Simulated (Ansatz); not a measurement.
Electronic density of states of amorphous Bi₈In₁₆O₃₆, density 7.29 g/cm³, on a 2×2×2 Γ-centred mesh with a Gaussian width of 0.1 eV; energies count from the Fermi level, whose place inside the gap is arbitrary. Cell and mesh are small, so fine structure isn't converged. Calculation: PBE, scalar-relativistic without spin-orbit coupling (plane waves to 420 eV, PAW; Ansatz, a first-principles code). Sampling: a 2×2×2 Γ-centred mesh; Fermi-Dirac width 0.02 eV; no spin polarisation.

The cell was made by melting and quenching with the CHGNet potential and then relaxed with DFT. O atoms were pushed apart under 1.9 Å during the dynamics, to hinder bonds among them. The hot cell started wider than the set density and was brought back towards it in steps. It is the lowest in DFT energy of 2 quenches. It is a model cell: composition and starting density were chosen by hand, and all elements were melted together. No dispersion term was used. Its density started from a set value of 7.61 and ended at 7.29 g/cm³. Cooling (nominally 230 K/ps over its main leg) ran many orders faster than in experiment, which tends to leave more defects and strain. Values belong to this one cell and scatter from quench to quench. The volume was free in the relaxation, at fixed shape. Stress components on the final sampling reach 1.1 GPa.

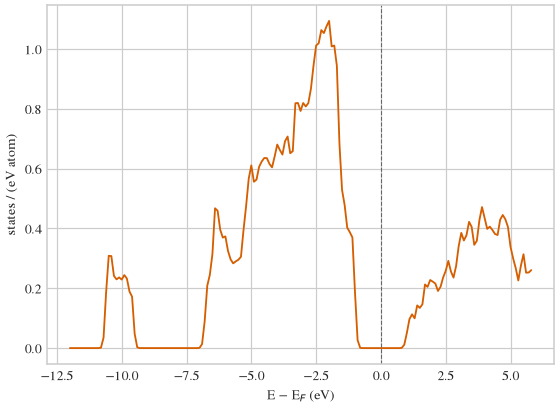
Density of states per atom

The gap on this mesh is 2.04 eV; the broadening fills part of it in the curve.
